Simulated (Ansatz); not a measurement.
# C3H6F2 (1,3-difluoropropane): r2SCAN/cc-pVDZ

What is the electronic atomisation energy of C3H6F2 (1,3-difluoropropane) at r2SCAN/cc-pVDZ? 

Program for the calculation: Ansatz 0.2.0.

49 further runs of the same task are left out: 49 set aside as unsound or not needed.

## Step 1: Starting point

The species is C3H6F2 (11 atoms), meant as a singlet with charge 0. As SMILES, `FCCCF`. The shape is that of a PBE0-D4/def2-TZVP optimisation. This is one conformer, not always the lowest.

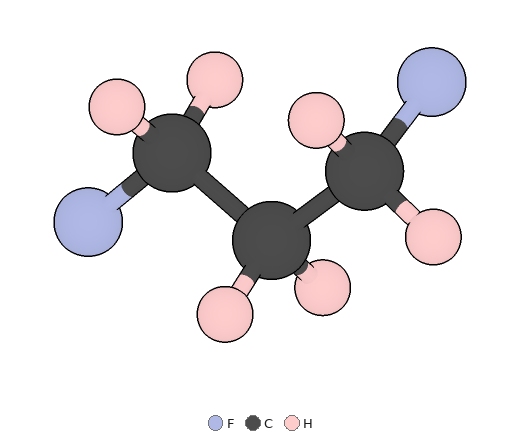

Viewed from a chosen angle; fluorine light blue, carbon dark grey, hydrogen pink.

## Step 2: A single-point energy at r2SCAN/cc-pVDZ

Input file molecule.yaml:

```yaml
crystal:
  periodic: [false, false, false]
  atoms:
    - {symbol: F, position_ang: [-1.964400, 1.432700, -0.107100]}
    - {symbol: C, position_ang: [-0.715300, 1.000700, 0.300600]}
    - {symbol: C, position_ang: [-0.375000, -0.298800, -0.387800]}
    - {symbol: C, position_ang: [0.967500, -0.838200, 0.034700]}
    - {symbol: F, position_ang: [1.975600, 0.040200, -0.331200]}
    - {symbol: H, position_ang: [-0.744500, 0.875300, 1.388600]}
    - {symbol: H, position_ang: [0.008000, 1.781800, 0.054100]}
    - {symbol: H, position_ang: [-0.388200, -0.154300, -1.471600]}
    - {symbol: H, position_ang: [-1.138100, -1.046200, -0.147100]}
    - {symbol: H, position_ang: [1.026200, -0.968100, 1.120800]}
    - {symbol: H, position_ang: [1.173400, -1.798000, -0.445900]}
basis:
  gaussian:
    orbitals: cc-pVDZ
hamiltonian:
  xc: {name: r2SCAN}
accuracy: high
output: {orbitals: {seedname: orbitals}}
```

On the command line:

```bash
$ ansatz run molecule.yaml --threads 1 --pin off --max-ram 3480MiB --events-out events.jsonl --progress --plain --runs-dir runs
```

The log of the run:

```text
Warning: RAYON_NUM_THREADS=1 ignored (pool sized by the plan → 1); use --threads N
Functional definition: r2SCAN
  name "r2SCAN"
  parameter k0 = 0.174
  parameter k1 = 0.065
  parameter a1 = 4.9479
  exchange = r2scan_x(k0 = k0, k1 = k1, a1 = a1)
  correlation = r2scan_c
2402 factors; integrals over basis functions are off by at most 3.6e-9 eV
mean field evaluation 1: about -8633.5666 eV, gradient 4.5e1 eV
mean field evaluation 2: about -8631.8300 eV, gradient 5.2e1 eV
mean field evaluation 4: about -8638.4421 eV, gradient 2.9e0 eV
mean field evaluation 8: about -8638.4492 eV, gradient 1.3e-1 eV
mean field evaluation 16: about -8638.4492 eV, gradient 5.2e-5 eV
mean field -8638.44923546 eV, -317.4571540521 hartree, gradient 1.0e-8 eV, S^2 0.000000; 0 other end points of the search recorded, 0 dependent functions left out
reference -8638.44923612 eV, -317.4571540763 hartree; 21, 21 occupied and 79, 79 virtual orbitals, 2402 factors
Total energy: -8638.44923612 eV, -317.4571540763 hartree
```

Run time: 15 s. Hardware: 1 thread of Arm Neoverse V1, shared host; peak memory 0.34 GiB.

## Step 3: The C atom at the same level

Input file input.yaml:

```yaml
crystal:
  periodic: [false, false, false]
  atoms:
    - {symbol: C, position_ang: [0.000000, 0.000000, 0.000000]}
basis:
  gaussian:
    orbitals: cc-pVDZ
hamiltonian:
  xc: r2scan
accuracy: high
magnetization:
  spin_polarized: true
  initial_magnetization: 2
```

Run the same way, it converges to -37.82627 Eh (log not shown).

## Step 4: The F atom

Input file run.yaml:

```yaml
crystal:
  periodic: [false, false, false]
  atoms:
    - {symbol: F, position_ang: [0.000000, 0.000000, 0.000000]}
basis:
  gaussian: {orbitals: cc-pVDZ}
magnetization: {spin_polarized: true, initial_magnetization: 1}
hamiltonian: {xc: r2scan}
accuracy: high
```

On the command line:

```bash
$ ansatz run run.yaml --threads 1 --pin off --max-ram 3480MiB --events-out events.jsonl --progress --plain --runs-dir runs
```

The log of the run, shortened:

```text
Warning: RAYON_NUM_THREADS=1 ignored (pool sized by the plan → 1); use --threads N
[... 7 set-up lines as earlier in the session ...]
96 factors; integrals over basis functions are off by at most 1.7e-9 eV
mean field evaluation 1: about -2712.5041 eV, gradient 6.1e0 eV
mean field evaluation 2: about -2712.5701 eV, gradient 3.0e0 eV
mean field evaluation 4: about -2712.5966 eV, gradient 1.0e-2 eV
mean field evaluation 8: about -2712.5978 eV, gradient 3.4e-4 eV
mean field -2712.59775142 eV, -99.6861286998 hartree, gradient 6.0e-9 eV, S^2 0.751262; 0 other end points of the search recorded, 0 dependent functions left out
reference -2712.59775152 eV, -99.6861287037 hartree; 5, 4 occupied and 9, 10 virtual orbitals, 96 factors
Total energy: -2712.59775152 eV, -99.6861287037 hartree
```

Run time: 0.97 s. Hardware: 1 thread of Arm Neoverse V1, shared host; peak memory 0.097 GiB.

## Step 5: The H atom

Input file job.yaml:

```yaml
crystal:
  periodic: [false, false, false]
  atoms:
    - {symbol: H, position_ang: [0.000000, 0.000000, 0.000000]}
basis:
  gaussian:
    orbitals: cc-pVDZ
magnetization:
  spin_polarized: true
  initial_magnetization: 1
hamiltonian:
  xc: {name: r2SCAN}
accuracy: high
```

Run the same way, it converges to -0.49921 Eh (log not shown).

## Step 6: Summary of results

Level: r2SCAN/cc-pVDZ.

| quantity | value |
| --- | --- |
| molecule: total energy | -317.45715 Eh |
| molecule: HOMO energy | -7.70 eV |
| molecule: LUMO energy | 1.52 eV |
| molecule: HOMO–LUMO gap | 9.21 eV |
| C atom: total energy | -37.82627 Eh |
| C atom: ⟨S²⟩ | 2.005 |
| F atom: total energy | -99.68613 Eh |
| F atom: ⟨S²⟩ | 0.751 |
| H atom: total energy | -0.49921 Eh |
| H atom: ⟨S²⟩ | 0.750 |
| electronic atomisation energy | 43.833 eV |

What this shows: Taking the molecule apart into free atoms costs 43.83 eV (1011 kcal/mol), before zero-point energy and without spin-orbit coupling.
